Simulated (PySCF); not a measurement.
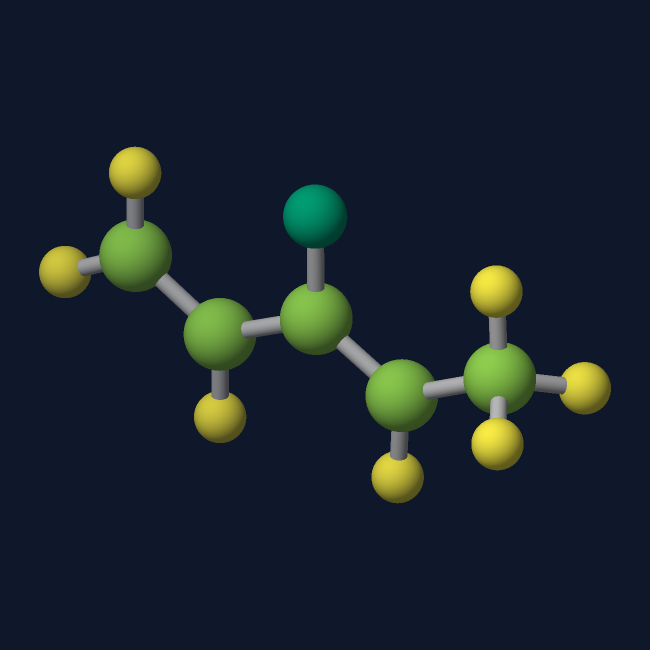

Ball-and-stick drawing of a structure. Every bond is drawn as one stick, whatever its order. Colours: carbon green, fluorine teal, hydrogen yellow.

Computed geometry: PBE0-D3(BJ)/def2-SVP optimisation. No frequency run is at hand to confirm it as a minimum.

Which formula does it have?

Answer. C5H7F, 13 atoms: 5 carbon, 7 hydrogen and 1 fluorine.

Give a SMILES string for it.

Answer. C=C/C(F)=C/C

Name functional groups in it.

Answer. Among them: alkene, C–F bond.

Describe its rings.

Answer. It has no ring.

Count the bonded pairs by element.

Answer. 7 C–H, 4 C–C, 1 C–F.

The parts below concern this one geometry. Atoms keep their numbers from picture to picture.

### Spin–spin coupling

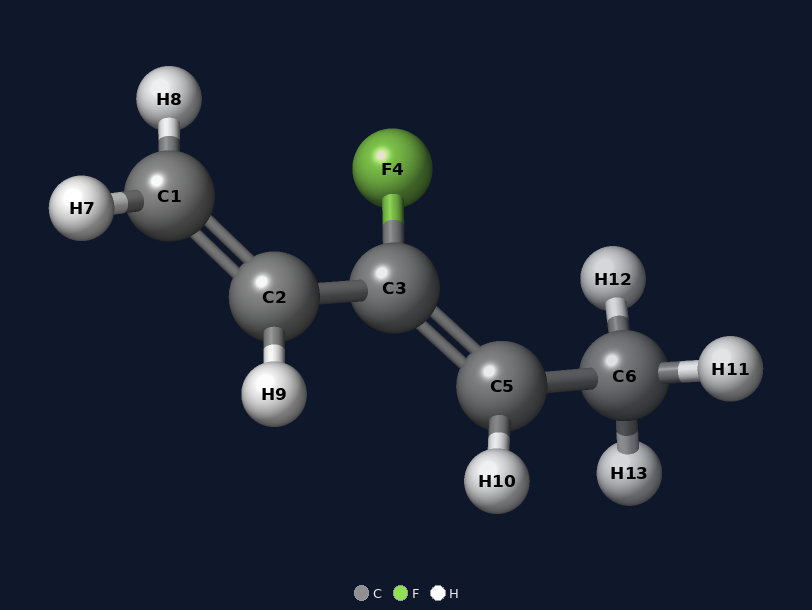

No frequency run is at hand to confirm it as a minimum. Properties computed with B3LYP/def2-TZVP indirect spin-spin coupling, non-relativistic, gas phase (PySCF 2.14.0). Isotopes: 13C, 19F, 1H.

Give the spin–spin coupling constants of these pairs, with the number of bonds between them: C3/F4, C2/F4, F4/C5, C1/F4, F4/C6, F4/H10, F4/H9.

| pair | bonds apart | J (Hz) |
| --- | --- | --- |
| C3, F4 | 1 | −345.7 |
| C2, F4 | 2 | 25.4 |
| F4, C5 | 2 | 16.7 |
| C1, F4 | 3 | 4.6 |
| F4, C6 | 3 | 6.4 |
| F4, H10 | 3 | 24.6 |
| F4, H9 | 3 | 22.0 |

Density functionals are unreliable for couplings to fluorine, so those rows may be far off.

### Core levels

No frequency run is at hand to confirm it as a minimum. Method: delta-SCF UKS PBE, pcX-2 on the ionised atom, pcseg-1 elsewhere, spin-free X2C (PySCF 2.14.0).

Give the core-electron binding energies (to vacuum) of C1 1s, C2 1s, C3 1s, F4 1s, C5 1s, C6 1s.

| atom | level | binding energy (eV) |
| --- | --- | --- |
| C1 | 1s | 289.2 |
| C2 | 1s | 290.0 |
| C3 | 1s | 291.7 |
| F4 | 1s | 691.7 |
| C5 | 1s | 289.4 |
| C6 | 1s | 290.0 |

### Levels of theory compared

No frequency run is at hand to confirm it as a minimum. Program: PySCF 2.14.0.

Compare dipole (D) at these levels: B3LYP/def2-TZVP; B3LYP/pcJ-0; B97-2/pcJ-1; BHandHLYP/pcJ-1; CAM-B3LYP/pcJ-1; HF/pcJ-1; KT2/pcJ-1; LDA/pcJ-1; PBE/pcJ-1; PBE0/pcJ-1.

| level | dipole (D) |
| --- | --- |
| B3LYP/def2-TZVP | 1.34 |
| B3LYP/pcJ-0 | 1.49 |
| B97-2/pcJ-1 | 1.34 |
| BHandHLYP/pcJ-1 | 1.45 |
| CAM-B3LYP/pcJ-1 | 1.38 |
| HF/pcJ-1 | 1.53 |
| KT2/pcJ-1 | 1.25 |
| LDA/pcJ-1 | 1.34 |
| PBE/pcJ-1 | 1.26 |
| PBE0/pcJ-1 | 1.35 |

The run warned: near a triplet instability: FC and SD terms are unreliable.
